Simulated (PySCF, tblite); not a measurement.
# C₅H₃FO: geometry, infrared bands, NMR shifts and spin-spin couplings

Aim: predict the infrared bands, NMR shifts and spin-spin couplings of C₅H₃FO (`C#CC(=O)C(=C)F`).

Programs: tblite 0.8.0 and PySCF 2.14.0, with density-fitted response routines of our own. Each step states its level of theory. These are calculated values for one molecule in the gas phase, unless marked as measured. Atoms are numbered from 0 throughout.

## 1. The molecule as given

10 atoms, charge 0, multiplicity 1; geometry from: force field or distance geometry start.

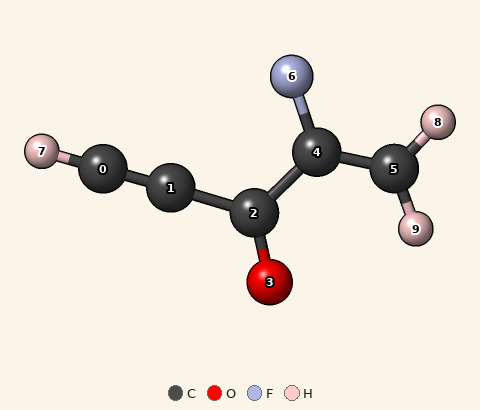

The starting geometry (carbon dark grey, oxygen red, fluorine light blue, hydrogen pink), atoms numbered.

## 2. Optimising the geometry with GFN2-xTB

What the job is given:

```
{"job": {"kind": "relax", "xc": "GFN2-xTB", "basis": "xTB"}, "charge": 0, "multiplicity": 1}
C     -2.759400    -0.405500    -0.187200
C     -1.591100    -0.514800    -0.012500
C     -0.152200    -0.670300     0.222900
O      0.279500    -1.774300     0.469000
C      0.717400     0.528400     0.136800
C      2.035000     0.489900     0.315800
F      0.108700     1.700900    -0.164800
H     -3.810400    -0.301300    -0.343600
H      2.636600     1.391800     0.241300
H      2.544800    -0.440200     0.557300
```

The run is started by

```
$ OMP_NUM_THREADS=1 python probes_run.py task.json out
```

One launch serves the whole session: the jobs run in the order shown.

Log:

```text
step      E/eV     max force
  0    -568.76874    2.499
  1    -568.67252    5.622
  2    -568.81311    0.516
  3    -568.81912    0.358
  4    -568.82635    0.472
  5    -568.82934    0.235
  6    -568.83134    0.156
  7    -568.83321    0.140
  8    -568.83481    0.163
  9    -568.83556    0.080
 10    -568.83605    0.059
 11    -568.83648    0.076
 12    -568.83692    0.086
 13    -568.83750    0.091
 14    -568.83810    0.070
 15    -568.83864    0.062
 16    -568.83911    0.062
 17    -568.83956    0.074
 18    -568.84006    0.069
 19    -568.84062    0.077
 20    -568.84109    0.070
 21    -568.84140    0.045
 22    -568.84161    0.054
 23    -568.84185    0.054
 24    -568.84213    0.057
 25    -568.84238    0.045
 26    -568.84255    0.041
 27    -568.84268    0.042
 28    -568.84285    0.054
 29    -568.84310    0.060
 30    -568.84340    0.052
 31    -568.84361    0.037
 32    -568.84370    0.031
 33    -568.84374    0.020
 34    -568.84377    0.013
 35    -568.84378    0.008
```

Wall time 0.1 s (1 thread of Arm Neoverse V2, shared host).

Relaxation path: (not every step is listed) (the energy doesn't fall at every step)

| step | energy from step 0 (eV) | largest force (eV/Å) |
| --- | --- | --- |
| 0 | 0.0000 | 2.4989 |
| 1 | 0.0962 | 5.6222 |
| 2 | -0.0444 | 0.5162 |
| 3 | -0.0504 | 0.3578 |
| 4 | -0.0576 | 0.4716 |
| 5 | -0.0606 | 0.2350 |
| 6 | -0.0626 | 0.1559 |
| 7 | -0.0645 | 0.1397 |
| 8 | -0.0661 | 0.1626 |
| 10 | -0.0673 | 0.0591 |
| 12 | -0.0682 | 0.0857 |
| 14 | -0.0694 | 0.0698 |
| 16 | -0.0704 | 0.0616 |
| 18 | -0.0713 | 0.0694 |
| 20 | -0.0724 | 0.0700 |
| 22 | -0.0729 | 0.0536 |
| 24 | -0.0734 | 0.0572 |
| 26 | -0.0738 | 0.0415 |
| 28 | -0.0741 | 0.0542 |
| 30 | -0.0747 | 0.0518 |
| 31 | -0.0749 | 0.0375 |
| 32 | -0.0750 | 0.0310 |
| 33 | -0.0750 | 0.0201 |
| 34 | -0.0750 | 0.0132 |
| 35 | -0.0750 | 0.0075 |

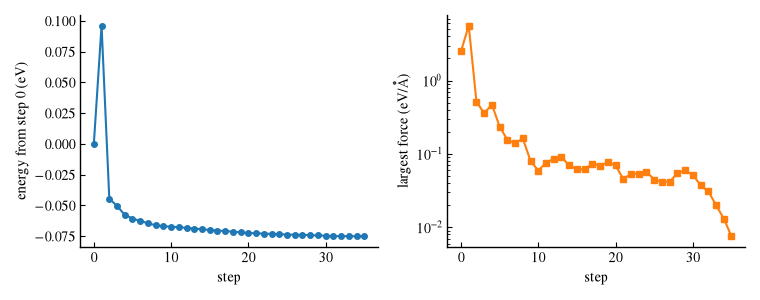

Energy and force, step by step.

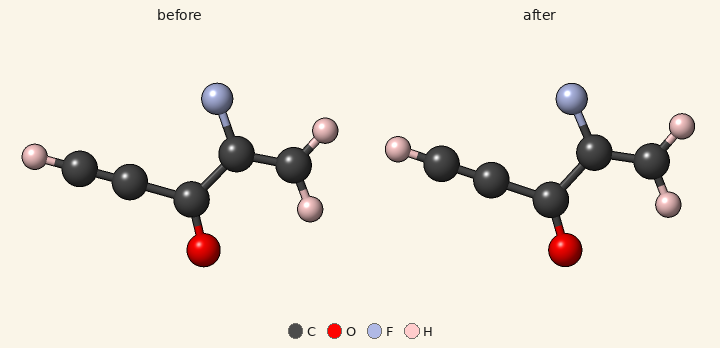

Before and after, at one scale.

Close pairs (by a distance rule), those that changed most:

| bond | before (Å) | after (Å) | change (Å) |
| --- | --- | --- | --- |
| C1–C2 | 1.466 | 1.435 | -0.031 |
| C0–H7 | 1.068 | 1.051 | -0.017 |
| C0–C1 | 1.186 | 1.201 | +0.015 |
| C5–H9 | 1.088 | 1.075 | -0.013 |
| C5–H8 | 1.087 | 1.075 | -0.011 |
| C4–F6 | 1.355 | 1.348 | -0.007 |
| C2–C4 | 1.483 | 1.490 | +0.007 |
| C4–C5 | 1.330 | 1.326 | -0.004 |

The next job starts from the end point, and lists it.

## 3. Infrared spectrum with GFN2-xTB

What the job is given:

```
{"job": {"kind": "ir", "xc": "GFN2-xTB", "basis": "xTB"}, "charge": 0, "multiplicity": 1}
C     -2.710739    -0.344700    -0.189513
C     -1.538853    -0.525802     0.001959
C     -0.139451    -0.745320     0.233927
O      0.341679    -1.825472     0.489807
C      0.689114     0.488965     0.132635
C      2.002958     0.510056     0.311093
F      0.010985     1.616845    -0.160491
H     -3.735005    -0.180683    -0.357983
H      2.574413     1.417145     0.229341
H      2.513782    -0.406379     0.544224
```

Log:

```text
mode    cm-1     km/mol
  1      55.3      9.33
  2     113.7      1.89
  3     213.9      1.37
  4     246.1      8.83
  5     370.5      3.63
  6     375.7      7.87
  7     482.0      2.17
  8     551.0     11.66
  9     640.8      4.44
 10     670.9     14.58
 11     696.2      0.74
 12     744.7     22.26
 13     758.1     20.82
 14     901.2     40.81
 15     917.5     25.97
 16    1078.6    113.02
 17    1235.3    139.47
 18    1340.7      9.85
 19    1656.9    138.17
 20    1715.4    151.16
 21    2235.4     86.39
 22    3125.2      1.49
 23    3169.0      2.73
 24    3375.8      7.19
```

Wall time 0.15 s (1 thread of Arm Neoverse V2, shared host).

Which atoms move in the most intense modes:

| cm⁻¹ | km/mol | atoms |
| --- | --- | --- |
| 745 | 22.3 | O3 24 %, C0 14 %, C2 13 %, C1 12 % |
| 901 | 40.8 | H8 40 %, H9 36 %, C5 23 % |
| 918 | 26.0 | H9 31 %, F6 25 %, C5 23 %, H8 15 % |
| 1079 | 113.0 | C2 61 % |
| 1235 | 139.5 | C4 61 %, C2 17 % |
| 1657 | 138.2 | C4 49 %, C5 37 % |
| 1715 | 151.2 | C2 56 %, O3 35 % |
| 2235 | 86.4 | C1 58 %, C0 32 % |

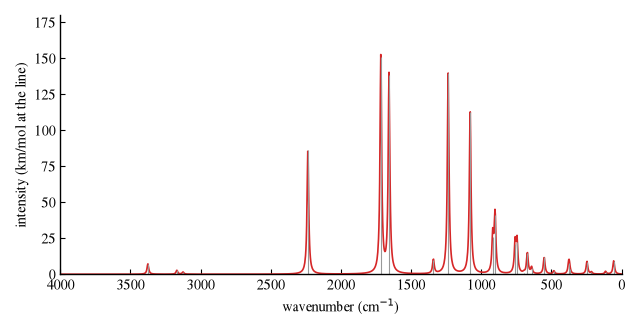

The infrared spectrum from these modes, unscaled. Lines are broadened to a width of 14 cm⁻¹ (Lorentzian).

## 4. Nuclear shieldings: PBE0/pcSseg-1

Settings changed since step 3:

```diff
@@ -1,2 +1,2 @@
-{"job": {"kind": "ir", "xc": "GFN2-xTB", "basis": "xTB"}, "charge": 0, "multiplicity": 1}
+{"job": {"kind": "nmr", "xc": "PBE0", "basis": "pcSseg-1"}, "charge": 0, "multiplicity": 1}
 C     -2.710739    -0.344700    -0.189513
```

Level: GIAO PBE0/pcSseg-1 NMR shielding, non-relativistic, gas phase.

Log:

```text
coarse grid: 9464 points
cycle   1  E = -366.6249069265  dE =  1.219e+00  |g| = 9.063e-01  |ddm| = 3.183e+00
cycle   2  E = -366.0743926016  dE =  5.505e-01  |g| = 1.905e+00  |ddm| = 3.043e+00
cycle   3  E = -366.7731767812  dE = -6.988e-01  |g| = 2.232e-01  |ddm| = 2.357e+00
cycle   4  E = -366.7824222809  dE = -9.245e-03  |g| = 1.014e-01  |ddm| = 2.874e-01
cycle   5  E = -366.7841101264  dE = -1.688e-03  |g| = 2.971e-02  |ddm| = 9.585e-02
cycle   6  E = -366.7842768372  dE = -1.667e-04  |g| = 1.395e-02  |ddm| = 2.985e-02
cycle   7  E = -366.7843203508  dE = -4.351e-05  |g| = 4.148e-03  |ddm| = 1.081e-02
cycle   8  E = -366.7843236093  dE = -3.259e-06  |g| = 1.269e-03  |ddm| = 3.345e-03
final grid: 94968 points
cycle   9  E = -366.8453434160  dE = -1.025e-05  |g| = 1.221e-02  |ddm| = 4.591e-02
cycle  10  E = -366.8452396930  dE =  1.037e-04  |g| = 2.605e-02  |ddm| = 3.320e-02
cycle  11  E = -366.8453727611  dE = -1.331e-04  |g| = 1.551e-03  |ddm| = 2.362e-02
cycle  12  E = -366.8453732349  dE = -4.738e-07  |g| = 4.229e-04  |ddm| = 1.326e-03
cycle  13  E = -366.8453732590  dE = -2.414e-08  |g| = 1.661e-04  |ddm| = 4.084e-04
cycle  14  E = -366.8453732638  dE = -4.780e-09  |g| = 8.241e-05  |ddm| = 1.538e-04
cycle  15  E = -366.8453732654  dE = -1.582e-09  |g| = 1.574e-05  |ddm| = 6.365e-05
cycle  16  E = -366.8453732654  dE = -4.684e-11  |g| = 7.105e-06  |ddm| = 1.815e-05
converged SCF energy = -366.8453732654

GIAO shielding tensors (ppm)
atom      isotropic    diamagn.    paramagn.     s11        s22        s33       span
  0 C       91.690     258.032    -166.343     34.373     37.401    203.295    168.922
  1 C      103.827     255.988    -152.161      6.671     13.552    291.259    284.588
  2 C       12.114     246.331    -234.217    -81.521     25.646     92.216    173.738
  3 O     -324.612     398.237    -722.849   -899.416   -447.061    372.642   1272.058
  4 C       15.800     251.654    -235.854    -88.637     62.864     73.174    161.811
  5 C       78.000     256.904    -178.904    -21.328     80.206    175.121    196.449
  6 F      288.583     474.625    -186.043    195.348    306.848    363.551    168.203
  7 H       28.640      33.338      -4.698     24.684     25.367     35.869     11.185
  8 H       26.157      29.012      -2.855     24.101     24.876     29.495      5.394
  9 H       25.634      30.207      -4.573     23.946     24.248     28.709      4.762
```

Run time: 13 s. Hardware: 1 thread of Arm Neoverse V2, shared host; peak memory 0.63 GiB.

The references, computed at this level on geometries of the same kind, shield at (ppm): 1H TMS 31.72, 13C TMS 186.9, 19F CFCl3 170.9, 17O H2O 336.1. Their shielding less the atom's gives the shift. The references are single molecules in the gas phase, so shifts against H2O, NH3, PH3, H3PO4 or CFCl3 are not on the usual liquid scales and can be off by tens of ppm.

| atoms | environment | σ (ppm) | δ (ppm) | δ scaled to CDCl3 |
| --- | --- | --- | --- | --- |
| C2 | carbonyl carbon of an ynone | 12.1 | 174.8 | 168.7 |
| C4 | α carbon of a C=C–C=O unit | 15.8 | 171.1 | 165.1 |
| C5 | β carbon of a C=C–C=O unit | 78.0 | 108.9 | 104.4 |
| C0 | terminal alkyne carbon | 91.7 | 95.2 | 91.0 |
| C1 | alkyne carbon | 103.8 | 83.1 | 79.2 |
| H9 | hydrogen on a β carbon of a C=C–C=O unit | 25.63 | 6.08 | 5.84 |
| H8 | hydrogen on a β carbon of a C=C–C=O unit | 26.16 | 5.56 | 5.35 |
| H7 | hydrogen on a terminal alkyne carbon | 28.64 | 3.08 | 3.01 |
| O3 | ketone oxygen | -324.6 | 660.7 | – |
| F6 | vinylic fluorine | 288.6 | -117.6 | – |

The scaled column applies a straight-line fit of computed shieldings to shifts measured in CDCl3, and one for carbons that bear F (root-mean-square error 0.16 ppm for H, 1.9 ppm for C).

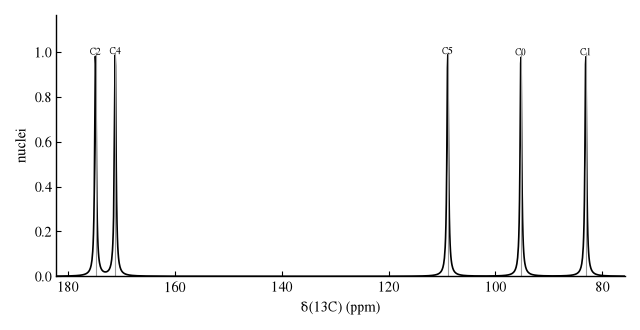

13C lines at the computed shifts, without couplings. Lines are broadened to a width of 0.37 ppm (Lorentzian).

The run also stored atomic charges by several schemes (e):

| atoms | Mulliken | IAO | Hirshfeld | ESP fit |
| --- | --- | --- | --- | --- |
| C0 | -0.29 | -0.15 | -0.05 | -0.28 |
| C1 | 0.32 | -0.07 | -0.05 | -0.14 |
| C2 | 0.19 | 0.34 | 0.15 | 0.59 |
| O3 | -0.33 | -0.38 | -0.21 | -0.44 |
| C4 | 0.15 | 0.24 | 0.08 | 0.15 |
| C5 | -0.14 | -0.31 | -0.08 | -0.47 |
| F6 | -0.26 | -0.26 | -0.08 | -0.16 |

Hirshfeld charges:

| atom | value (e) |
| --- | --- |
| C0 | -0.05 |
| C1 | -0.05 |
| C2 | 0.15 |
| O3 | -0.21 |
| C4 | 0.08 |
| C5 | -0.08 |
| F6 | -0.08 |
| H7 | 0.11 |
| H8 | 0.07 |
| H9 | 0.06 |

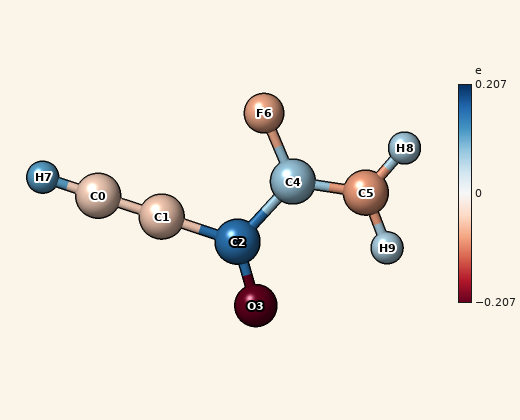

Hirshfeld charges, as colours on the atoms.

Mayer bond orders: C0–C1 2.37, C1–C2 0.94, C2–O3 1.95, C2–C4 0.94, C4–C5 1.89, C4–F6 0.97.

Orbitals, density, ELF and potential are computed afterwards from the orbital file.

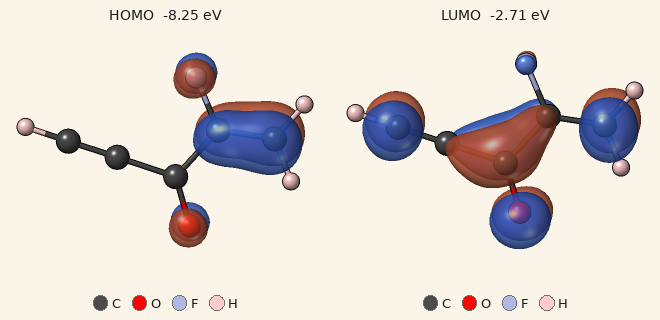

PBE0/pcSseg-1 orbitals near the gap, drawn at the value that encloses 70 % of each; the two colours are the two signs.

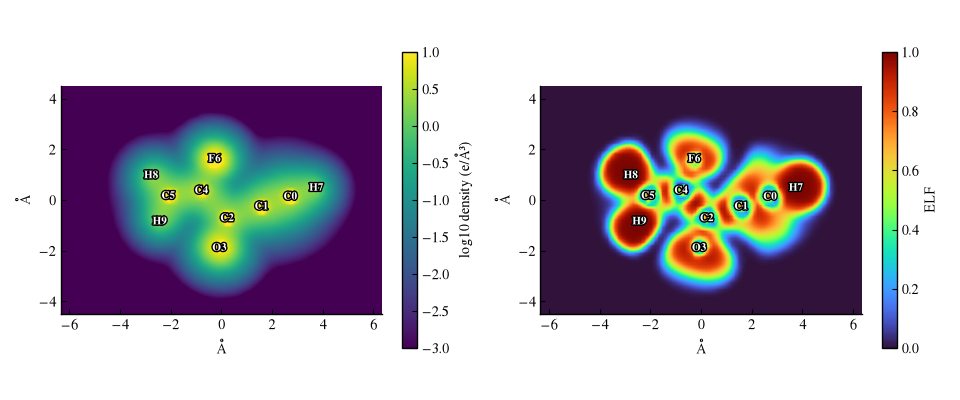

Density (left) and ELF (right) in a plane through or near 10 of the atoms.

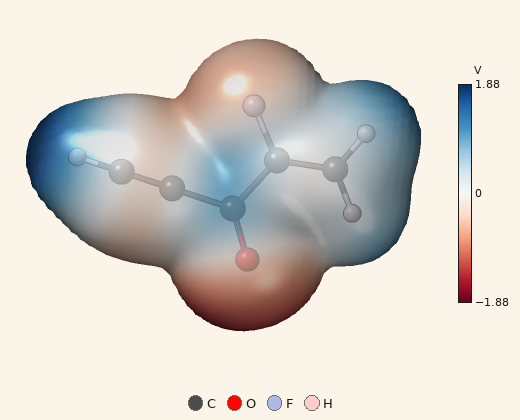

The potential that a unit positive charge feels on the 0.002 e/bohr³ surface, from -1.43 V near O3 to 1.88 V near H7.

## 5. Indirect couplings: B3LYP/pcJ-1

Settings changed since step 4:

```diff
@@ -1,2 +1,2 @@
-{"job": {"kind": "nmr", "xc": "PBE0", "basis": "pcSseg-1"}, "charge": 0, "multiplicity": 1}
+{"job": {"kind": "j", "xc": "B3LYP", "basis": "pcJ-1"}, "charge": 0, "multiplicity": 1}
 C     -2.710739    -0.344700    -0.189513
```

Level: B3LYP/pcJ-1 indirect spin-spin coupling, non-relativistic, gas phase.

Log:

```text
coarse grid: 9464 points
cycle   1  E = -367.0532463062  dE =  1.157e+00  |g| = 9.801e-01  |ddm| = 3.107e+00
cycle   2  E = -366.3245605665  dE =  7.287e-01  |g| = 2.159e+00  |ddm| = 2.838e+00
cycle   3  E = -367.2135465295  dE = -8.890e-01  |g| = 2.811e-01  |ddm| = 2.260e+00
cycle   4  E = -367.2278517262  dE = -1.431e-02  |g| = 1.347e-01  |ddm| = 3.358e-01
cycle   5  E = -367.2306226554  dE = -2.771e-03  |g| = 4.917e-02  |ddm| = 1.179e-01
cycle   6  E = -367.2310984364  dE = -4.758e-04  |g| = 2.198e-02  |ddm| = 4.335e-02
cycle   7  E = -367.2312095226  dE = -1.111e-04  |g| = 5.341e-03  |ddm| = 1.456e-02
cycle   8  E = -367.2312144699  dE = -4.947e-06  |g| = 1.645e-03  |ddm| = 3.697e-03
final grid: 94968 points
cycle   9  E = -367.3024890020  dE = -1.470e-04  |g| = 7.740e-03  |ddm| = 2.083e-02
cycle  10  E = -367.3024499220  dE =  3.908e-05  |g| = 1.575e-02  |ddm| = 1.595e-02
cycle  11  E = -367.3024989332  dE = -4.901e-05  |g| = 2.133e-03  |ddm| = 1.249e-02
cycle  12  E = -367.3024997272  dE = -7.940e-07  |g| = 8.989e-04  |ddm| = 1.963e-03
cycle  13  E = -367.3024998415  dE = -1.142e-07  |g| = 3.118e-04  |ddm| = 6.619e-04
cycle  14  E = -367.3024998600  dE = -1.849e-08  |g| = 1.081e-04  |ddm| = 2.292e-04
cycle  15  E = -367.3024998626  dE = -2.679e-09  |g| = 1.738e-05  |ddm| = 8.100e-05
cycle  16  E = -367.3024998627  dE = -5.082e-11  |g| = 7.371e-06  |ddm| = 1.868e-05
converged SCF energy = -367.3024998627

Indirect spin-spin couplings (Hz)
  i      j    bonds     total        FC       PSO       DSO        SD
  0 C    1 C    1    194.594   186.979     7.500     0.115         -
  0 C    2 C    2     14.674    13.904     0.871    -0.101         -
  0 C    3 O    3     -2.839    -1.406    -1.490     0.057         -
  0 C    4 C    3      2.370     2.502    -0.077    -0.055         -
  0 C    5 C    4      0.508     0.432     0.159    -0.083         -
  0 C    6 F    4      3.793     4.308    -0.892    -0.055     0.431
  0 C    7 H    1    270.387   271.971    -1.979     0.395         -
  0 C    8 H    5      0.484     0.514     0.255    -0.285         -
  1 C    2 C    1    103.998   106.378    -2.701     0.321         -
  1 C    3 O    2     -2.355    -3.242     0.857     0.030         -
  1 C    4 C    2     17.892    17.645     0.183     0.064         -
  1 C    5 C    3      1.823     1.725     0.173    -0.076         -
  1 C    6 F    3     -5.209    -4.379    -0.836     0.216    -0.209
  1 C    7 H    2     49.977    45.274     5.865    -1.161         -
  1 C    8 H    4      1.839     1.804     0.352    -0.317         -
  1 C    9 H    4      0.194     0.160     0.303    -0.268         -
  2 C    3 O    1     31.010    13.015    18.084    -0.090         -
  2 C    4 C    1     75.348    77.487    -2.512     0.373         -
  2 C    5 C    2      8.096     7.425     0.672    -0.001         -
  2 C    6 F    2     36.116    37.287    -3.308     0.076     2.062
  2 C    7 H    3      4.413     4.423     0.392    -0.402         -
  2 C    8 H    3      7.949     7.919     0.445    -0.415         -
  2 C    9 H    3      3.068     3.191    -0.203     0.080         -
  3 O    4 C    2     -3.218    -3.471     0.242     0.012         -
  3 O    5 C    3     -2.344    -1.213    -1.140     0.009         -
  3 O    6 F    3      4.996     5.292    -3.452     0.249     2.906
  3 O    7 H    4      1.066     1.000    -0.134     0.200         -
  3 O    8 H    4     -0.174     0.254    -0.646     0.219         -
  3 O    9 H    4     -0.191     0.090    -0.141    -0.140         -
  4 C    5 C    1     93.072   101.895    -9.071     0.247         -
  4 C    6 F    1   -342.626  -332.743   -11.315     0.892     0.540
  4 C    7 H    4     -0.287    -0.217     0.199    -0.270         -
  4 C    8 H    2     -6.688    -5.010    -1.336    -0.342         -
  4 C    9 H    2      6.871     8.719    -1.619    -0.229         -
  5 C    6 F    2     18.339    27.637   -23.932    -0.279    14.913
  5 C    8 H    1    170.932   170.135     0.146     0.651         -
  5 C    9 H    1    174.829   174.084     0.074     0.671         -
  6 F    7 H    5     -2.602    -2.241     0.167    -0.601     0.073
  6 F    8 H    3      9.373    14.942    -4.300    -0.324    -0.944
  6 F    9 H    3     38.409    42.840    -2.867    -2.313     0.749
  7 H    8 H    6     -0.263    -0.168     0.864    -0.958         -
  7 H    9 H    6     -0.204    -0.100     0.919    -1.023         -
  8 H    9 H    2     -4.282    -4.524     3.817    -3.574         -
```

It took 25 s on 1 thread of Arm Neoverse V2, shared host; peak memory 0.81 GiB.

A choice of the couplings up to four bonds, sorted by the number of bonds; isotopes 13C, 19F, 1H, 17O:

| pair | bonds | J (Hz) | Fermi contact (Hz) | dihedral (°) |
| --- | --- | --- | --- | --- |
| C4–F6 | 1 | -342.6 | -332.7 | – |
| C0–H7 | 1 | 270.4 | 272.0 | – |
| C0–C1 | 1 | 194.6 | 187.0 | – |
| C5–H9 | 1 | 174.8 | 174.1 | – |
| C5–H8 | 1 | 170.9 | 170.1 | – |
| C1–C2 | 1 | 104.0 | 106.4 | – |
| C4–C5 | 1 | 93.1 | 101.9 | – |
| C2–C4 | 1 | 75.3 | 77.5 | – |
| C2–O3 | 1 | 31.0 | 13.0 | – |
| C1–H7 | 2 | 50.0 | 45.3 | – |
| C2–F6 | 2 | 36.1 | 37.3 | – |
| C5–F6 | 2 | 18.3 | 27.6 | – |
| C1–C4 | 2 | 17.9 | 17.6 | – |
| C0–C2 | 2 | 14.7 | 13.9 | – |
| C2–C5 | 2 | 8.1 | 7.4 | – |
| C4–H9 | 2 | 6.9 | 8.7 | – |
| C4–H8 | 2 | -6.7 | -5.0 | – |
| H8–H9 | 2 | -4.3 | -4.5 | – |
| F6–H9 | 3 | 38.4 | 42.8 | 180 |
| F6–H8 | 3 | 9.4 | 14.9 | 0 |
| C2–H8 | 3 | 7.9 | 7.9 | 180 |
| C1–F6 | 3 | -5.2 | -4.4 | 0 |
| O3–F6 | 3 | 5.0 | 5.3 | 180 |
| C2–H7 | 3 | 4.4 | 4.4 | – |
| C2–H9 | 3 | 3.1 | 3.2 | 0 |
| C0–O3 | 3 | -2.8 | -1.4 | – |
| C0–C4 | 3 | 2.4 | 2.5 | – |
| C0–F6 | 4 | 3.8 | 4.3 | – |
| C1–H8 | 4 | 1.8 | 1.8 | – |
| O3–H7 | 4 | 1.1 | 1.0 | – |

The spin-dipole term was solved for some atoms only; pairs without it lack that part.

The response was solved for the nuclei of C, F, H alone, so couplings that need other nuclei can be missing.

Quadrupole couplings from the field gradients of the same density:

| atom | isotope | eQq/h (MHz) | η |
| --- | --- | --- | --- |
| O3 | 17O | 11.9 | 0.39 |

Joined with the shifts from before (PBE0/pcSseg-1, scaled to CDCl3), the couplings predict the line list below for 600 MHz. H–H couplings in it are scaled by factors fitted to measured ones, so they differ from the table.

1H NMR δ 5.84 (dd, J = 38.4, 3.9 Hz, 1H), 5.35 (dd, J = 9.4, 3.9 Hz, 1H), 3.01 (d, J = 2.6 Hz, 1H).

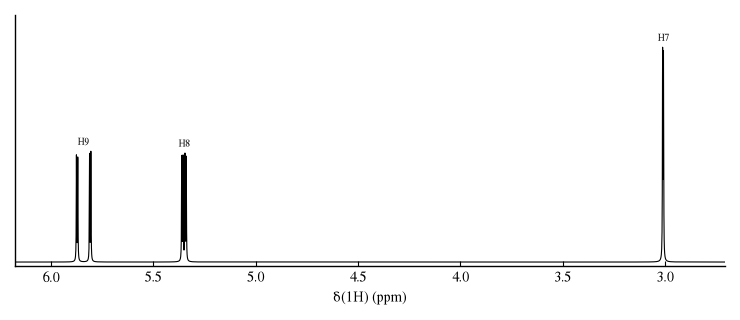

Simulated proton spectrum at 600 MHz, by exact diagonalisation of each spin system; lines 1.2 Hz wide, exchangeable protons uncoupled.

## 6. Summary of results

| quantity | value |
| --- | --- |
| strongest single infrared mode (GFN2-xTB) | 1715 cm⁻¹, 151 km/mol |
| zero-point energy (GFN2-xTB) | 38.1 kcal/mol |
| 13C shifts against TMS (PBE0/pcSseg-1) | 174.8, 171.1, 108.9, 95.2, 83.1 ppm |
| 1H shifts against TMS (PBE0/pcSseg-1) | 6.08, 5.56, 3.08 ppm |
| 17O shifts against H2O (PBE0/pcSseg-1) | 660.7 ppm |
| 19F shifts against CFCl3 (PBE0/pcSseg-1) | -117.6 ppm |
| surface potential, least and greatest | -1.43 V and 1.88 V |
| largest coupling of the table (B3LYP/pcJ-1) | 1J(C,F) C4–F6, -342.6 Hz |

In words: The optimisation took 35 steps and gained 0.075 eV; among the close pairs (by a distance rule), C1–C2 changed most, from 1.466 to 1.435 Å. All 24 modes are real, so the xTB geometry is a minimum. The strongest single mode, at 1715 cm⁻¹, moves mainly C2 and O3. Unscaled tight-binding wavenumbers are off by several per cent, some by more. Its intensities can rank the bands wrongly. At PBE0/pcSseg-1: The largest span, 1272 ppm, is at O3, where the paramagnetic term is -723 ppm. At PBE0/pcSseg-1, counted by nearest atom on the grid, the HOMO lies on C4, C5 about 33 % each; F6 13 %, the LUMO on C2 26 %; O3 23 %. In the run at B3LYP/pcJ-1, the largest coupling of the table is C4–F6, -342.6 Hz, of which the Fermi-contact term gives -332.7 Hz. Couplings across rotatable bonds belong to this one conformer; where others are populated, the observed values are averages.
